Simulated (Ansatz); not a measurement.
# Calculations on CH7FNPSi2

**1. Relaxation**

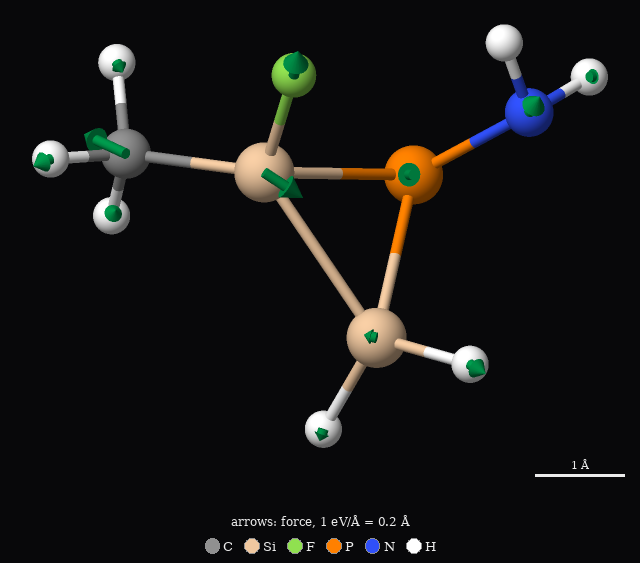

Starting geometry of CH$_{7}$FNPSi$_{2}$ with the computed forces as green arrows. Style: ball-and-stick. Shown face on.

The run prepares an end point of a later path (inversion) calculation, from a guessed geometry.

These are results of RKS PBE-D4/6-31G* (Ansatz 0.2.0), not measurements.

Input file:
```yaml
crystal:
  periodic: [false, false, false]
  atoms:
    - { symbol: C, position_ang: [-2.1328, -0.3259, -0.5489] }
    - { symbol: Si, position_ang: [-0.5499, -0.6144, 0.1341] }
    - { symbol: F, position_ang: [-0.5719, -1.0727, 1.6455] }
    - { symbol: Si, position_ang: [1.3341, -0.6817, -1.1203] }
    - { symbol: P, position_ang: [0.7734, 1.2098, -0.0362] }
    - { symbol: "N", position_ang: [1.7565, 1.079, 1.3707] }
    - { symbol: H, position_ang: [-2.718, 0.4382, 0.0495] }
    - { symbol: H, position_ang: [-2.0959, 0.1457, -1.582] }
    - { symbol: H, position_ang: [-2.7829, -1.1747, -0.574] }
    - { symbol: H, position_ang: [1.1206, -0.479, -2.5599] }
    - { symbol: H, position_ang: [2.5211, -1.2906, -0.6023] }
    - { symbol: H, position_ang: [1.2535, 0.7455, 2.2073] }
    - { symbol: H, position_ang: [2.1127, 1.986, 1.6312] }
basis:
  gaussian: { orbitals: "6-31G*" }
hamiltonian:
  xc: pbe
  dispersion: d4
relax:
  f_tol: 0.015
  max_steps: 40
```

Run as
```bash
ansatz run input.yaml --threads 2 --pin off --max-ram 3072MiB --backend cpu --events-out ev --progress --plain --runs-dir out
```

### What follows when this structure is relaxed?

It isn't relaxed: the largest force vector, on C1, is 3.98 eV/Å. The final displacements have little in common with the starting forces (cosine between the two patterns 0.07). Over 14 geometry steps the energy falls by 0.708 eV. Largest force component: 3 eV/Å at the start, 0.0078 eV/Å at the end. H13 moves most after the best rigid fit: 1.04 Å. By element the largest moves are H 1.04 Å, P 0.35 Å, F 0.34 Å, Si 0.33 Å, N 0.28 Å, C 0.13 Å. Among the contacts that change: C1–Si2 1.748 → 1.880 Å, Si4–P5 2.251 → 2.357 Å, P5–N6 1.721 → 1.818 Å, Si4–H11 1.431 → 1.495 Å. Bond angles that change, for instance: Si2–P5–N6 102.2° → 83.8°, Si4–P5–N6 100.8° → 82.6°, Si2–Si4–H11 120.1° → 132.8°. Groups turn about P5–N6 by about 50°.

**2. Relaxation**

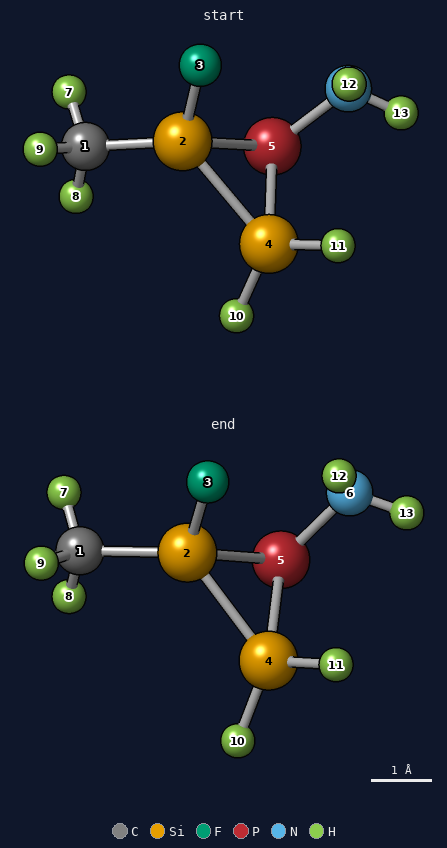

The structure of CH7FNPSi2 before (top) and after (bottom) a relaxation, at one scale.

A ball-and-stick model, seen face on.

The run prepares an end point of a later path (inversion) calculation, from a guessed geometry.

Theory: RKS PBE-D4/6-31G* in Ansatz.

Input file:
```yaml
crystal:
  periodic: [false, false, false]
  atoms:
    - { symbol: C, position_ang: [-2.1328, -0.3259, -0.5489] }
    - { symbol: Si, position_ang: [-0.5499, -0.6144, 0.1341] }
    - { symbol: F, position_ang: [-0.5719, -1.0727, 1.6455] }
    - { symbol: Si, position_ang: [1.3341, -0.6817, -1.1203] }
    - { symbol: P, position_ang: [0.7734, 1.2098, -0.0362] }
    - { symbol: "N", position_ang: [1.7565, 1.079, 1.3707] }
    - { symbol: H, position_ang: [-2.718, 0.4382, 0.0495] }
    - { symbol: H, position_ang: [-2.0959, 0.1457, -1.582] }
    - { symbol: H, position_ang: [-2.7829, -1.1747, -0.574] }
    - { symbol: H, position_ang: [1.1206, -0.479, -2.5599] }
    - { symbol: H, position_ang: [2.5211, -1.2906, -0.6023] }
    - { symbol: H, position_ang: [1.83326, 0.12044, 1.74407] }
    - { symbol: H, position_ang: [2.70525, 1.34715, 1.15775] }
basis:
  gaussian: { orbitals: "6-31G*" }
hamiltonian:
  xc: pbe
  dispersion: d4
relax:
  f_tol: 0.015
  max_steps: 40
```

Run as
```bash
ansatz run input.yaml --threads 2 --pin off --max-ram 3072MiB --backend cpu --events-out ev --progress --plain --runs-dir out
```

### Summarise the run.

The atom that moves furthest after the best rigid fit is H12 (0.35 Å). Largest moves by element: H 0.35 Å, P 0.22 Å, Si 0.20 Å, F 0.18 Å, C 0.13 Å, N 0.10 Å. Near-neighbour distances that change, for instance: Si4–P5 2.251 → 2.384 Å, C1–Si2 1.748 → 1.876 Å, Si4–H11 1.431 → 1.499 Å, Si2–F3 1.580 → 1.644 Å. Bond angles that change, for instance: P5–Si4–H10 108.6° → 119.0°, H10–Si4–H11 122.3° → 113.3°, C1–Si2–P5 111.6° → 118.6°. Over 10 geometry steps the energy falls by 16.0 kcal/mol. The largest force component goes from 2.9 to 0.01 eV/Å. Cost: 47 s on 2 threads of Arm Neoverse V1 (shared host), peak memory 0.19 GiB.

**3. Path**

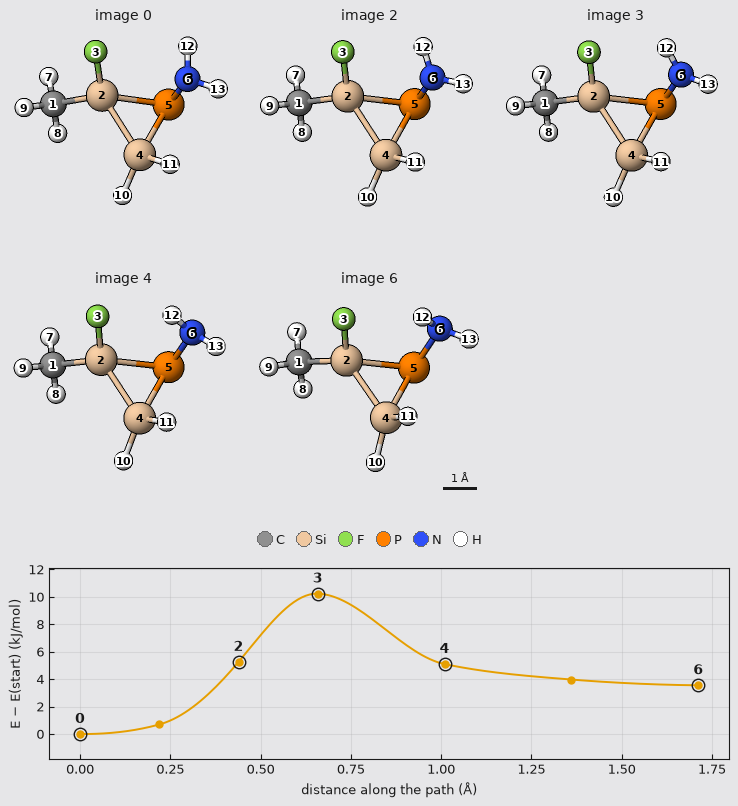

A search for the minimum-energy path of CH7FNPSi2 by the nudged elastic band. Images are numbered from 0 (start) to 6 (end). A ball-and-stick model, seen at a tilt.

Level of theory: Ansatz, RKS PBE-D4/6-31G*. Set-up: 5 movable images; climbing image; force threshold 0.05 eV/Å; iteration limit 60; starting path by image-dependent pair potential.

Question: Describe the mechanism and the energy profile.

Answer: The energy climbs by 10.2 kJ/mol to image 3 and then falls by 6.7 kJ/mol, so the end point sits at +3.6 kJ/mol. The motion is an umbrella inversion at N6. No bond forms or breaks between the ends. Among the angles between lasting bonds that change up to the highest image: P5–N6–H12 111.2° → 123.1°, P5–N6–H13 110.5° → 121.1°. The band converged in 6 iterations, with a climbing image at the top.

The run took 2.1 min on 2 threads of Arm Neoverse V1, on a shared host, peak memory 0.17 GiB.
